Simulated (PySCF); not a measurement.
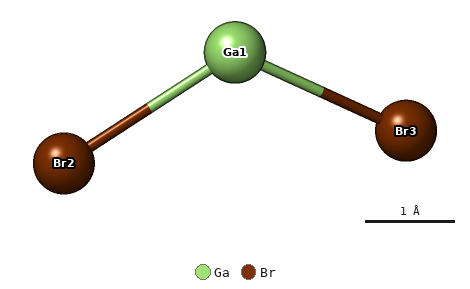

The structure (ball-and-stick view, seen at a tilt; atoms are numbered from 1 in the order of the input). Sticks mark near contacts. Bond lengths as drawn: Br–Ga 2.32 Å.

## GaBr2: frequency calculation

- system: GaBr2, multiplicity 2
- method: UKS-based PBE0, Ga def2-TZVP, Br def2-TZVP; non-relativistic Hamiltonian; density fitting (PySCF 2.14.0)

Input file
```python
from pyscf import gto, scf, dft
mol = gto.M(atom='''
Ga     0.000000     0.000000    -0.797670
Br     2.011720     0.000000     0.348499
Br    -2.011720     0.000000     0.348499''',
    basis={'Ga': 'def2-TZVP', 'Br': 'def2-TZVP'},
    charge=0, spin=1)
mf = dft.UKS(mol, xc='PBE0')
mf.grids.atom_grid = (75, 302)
aux = {'Ga': 'def2-universal-JKFIT', 'Br': 'def2-universal-JKFIT'}
mf = mf.density_fit(auxbasis=aux)
mf.conv_tol = 1e-09
mf.diis_space = 10
mf.max_cycle = 60
mf.verbose = 4
mf.kernel()
```

The script is an equivalent of the set-up of the self-consistent field. The run itself was carried out by a driver, which started from the orbitals of the step before it where there was one and computed the further properties.

Hardware: 4 threads of Arm Neoverse V1, 24 GiB of memory available, shared host.

Run as:
```bash
OMP_NUM_THREADS=4 python axn.py task.json out
```

Log
```
init E= -7072.40780604538
  alpha nocc = 51  HOMO = -0.251918277815954  LUMO = -0.0571629122623341
  beta  nocc = 50  HOMO = -0.313852952310986  LUMO = -0.149031243386737
  HOMO = -0.251918277816  LUMO = -0.149031243387  gap/eV = 2.79970
cycle= 1 E= -7072.40780604538  delta_E= 1.82e-12  |g|= 4.39e-06  |ddm|= 6.55e-06
  alpha nocc = 51  HOMO = -0.251917680496077  LUMO = -0.0571620705429998
  beta  nocc = 50  HOMO = -0.313853512227281  LUMO = -0.149030590296292
  HOMO = -0.251917680496  LUMO = -0.149030590296  gap/eV = 2.79970
Extra cycle  E= -7072.40780604535  delta_E= 2.91e-11  |g|= 7.03e-06  |ddm|= 9.31e-06
converged SCF energy = -7072.40780604535  <S^2> = 0.75398817  2S+1 = 2.0039842
```

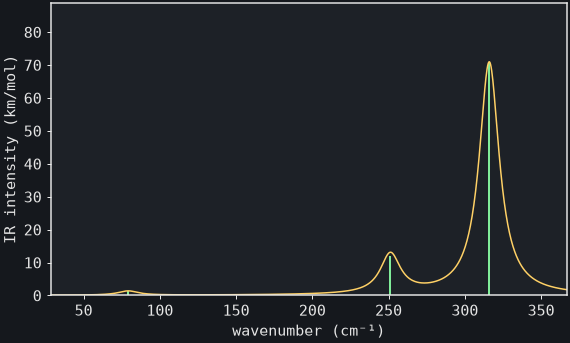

Harmonic infrared spectrum, unscaled: sticks (degenerate modes added up, dark ones marked on the axis) with a Lorentzian envelope of 16 cm⁻¹ full width, scaled to the tallest stick. 3 modes from 79 to 316 cm⁻¹, none imaginary. The strongest line is at 316 cm⁻¹ (71 km/mol). All modes, in cm⁻¹ (km/mol): 79 (1.3), 251 (12.1), 316 (71).

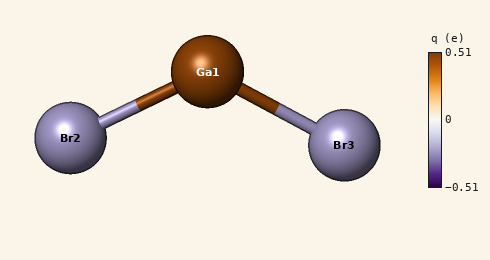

Mulliken charges, as the colour of each atom (ball-and-stick view, seen at a tilt; atoms are numbered from 1 in the order of the input; Mulliken charges depend strongly on the basis). By element: Ga +0.49 and Br −0.24 e.

Results in brief

- outcome: converged
- total energy: −7072.407806 hartree
- ⟨S²⟩: 0.754
- zero-point energy: 0.001473 hartree
- dipole moment: 1.52 D
- wavenumbers, lowest and highest: 79 and 316 cm⁻¹
- wall time: 2.1 min (CPU time 4.5 min)
- peak memory: 1.2 GiB
